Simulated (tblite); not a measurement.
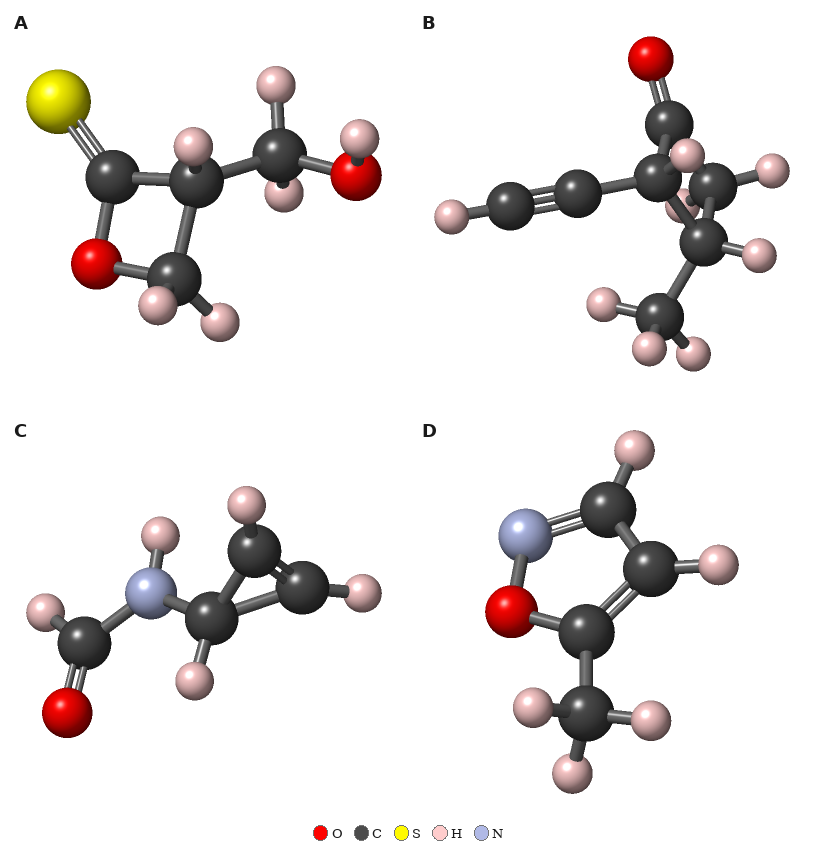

Source: calculation with tblite.

Match each picture to its SMILES.
(1) O=CNC1C=C1
(2) C#C[C@@H]1C(=O)C[C@@H]1C
(3) OC[C@@H]1COC1=S
(4) Cc1ccno1

Answer. A is (3), B is (2), C is (1), D is (4).
